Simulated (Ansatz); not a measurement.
# ClF (chlorine monofluoride): SVWN5/STO-3G

Aim: the electronic atomisation energy of ClF (chlorine monofluoride) at SVWN5/STO-3G, from 3 runs. 

The results are computed with Ansatz 0.2.0.

38 further runs of the same task are left out: 3 that didn't finish, 35 set aside as unsound or not needed.

## Step 1: Starting point

ClF has 2 atoms, charge 0, and is taken as a singlet. SMILES: `FCl`. The shape is that of a PBE0-D4/def2-TZVP optimisation.

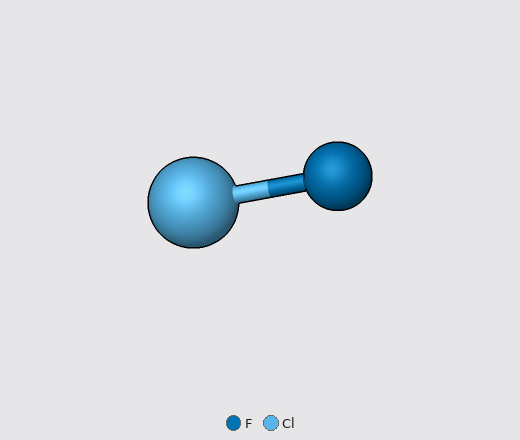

Viewed from a chosen angle; fluorine blue, chlorine blue.

## Step 2: The energy at SVWN5/STO-3G

Contents of in.yaml:

```yaml
crystal:
  periodic: [false, false, false]
  atoms:
    - symbol: F
      position_ang: [-0.000000, -0.000000, 0.031290]
    - symbol: Cl
      position_ang: [0.000000, 0.000000, 1.650960]
basis:
  gaussian:
    orbitals: STO-3G
hamiltonian:
  xc: {name: SVWN5}
accuracy: high
```

Command:

```bash
$ ansatz run in.yaml --threads 1 --pin off --max-ram 3480MiB --events-out events.jsonl --progress --plain --runs-dir runs
```

The program printed:

```text
Warning: RAYON_NUM_THREADS=1 ignored (pool sized by the plan → 1); use --threads N
Functional definition: SVWN5
  name "SVWN5"
  exchange = slater_x
  correlation = vwn5_c
223 factors; integrals over basis functions are off by at most 3.2e-8 eV
mean field evaluation 1: about -15001.2691 eV, gradient 1.1e1 eV
mean field evaluation 2: about -15000.6711 eV, gradient 1.6e1 eV
mean field evaluation 4: about -15001.7215 eV, gradient 5.7e-2 eV
mean field evaluation 8: about -15001.7095 eV, gradient 2.5e-4 eV
mean field -15001.70948796 eV, -551.3026551585 hartree, gradient 4.8e-8 eV, S^2 0.000000; 0 other end points of the search recorded, 0 dependent functions left out
reference -15001.70948880 eV, -551.3026551897 hartree; 13, 13 occupied and 1, 1 virtual orbitals, 223 factors
Total energy: -15001.70948880 eV, -551.3026551897 hartree
```

Wall time 0.32 s (1 thread of Arm Neoverse V1, shared host).

## Step 3: The Cl atom

Contents of in.yaml:

```yaml
crystal:
  periodic: [false, false, false]
  atoms:
    - {symbol: Cl, position_ang: [0.000000, 0.000000, 0.000000]}
basis:
  gaussian: {orbitals: STO-3G}
magnetization: {spin_polarized: true, initial_magnetization: 1}
hamiltonian: {xc: {name: SVWN5}}
accuracy: high
```

Run the same way, it converges to -453.57554 Eh (log not shown).

## Step 4: The F atom at the same level

Contents of input.yaml:

```yaml
crystal:
  periodic: [false, false, false]
  atoms:
    - {symbol: F, position_ang: [0.000000, 0.000000, 0.000000]}
basis:
  gaussian: {orbitals: STO-3G}
magnetization: {spin_polarized: true, initial_magnetization: 1}
hamiltonian: {xc: {name: SVWN5}}
accuracy: high
```

Run the same way, it converges to -97.58875 Eh (log not shown).

## Step 5: Outcome

Level: SVWN5/STO-3G.

| quantity | value |
| --- | --- |
| molecule: total energy | -551.30266 Eh |
| Cl atom: total energy | -453.57554 Eh |
| Cl atom: ⟨S²⟩ | 0.750 |
| F atom: total energy | -97.58875 Eh |
| F atom: ⟨S²⟩ | 0.750 |
| electronic atomisation energy | 3.765 eV |

**Reading.** Taking the molecule apart into free atoms costs 3.77 eV (363 kJ/mol), before zero-point energy and without spin-orbit coupling. In a minimal basis such a difference can be off by several eV, whatever the method.
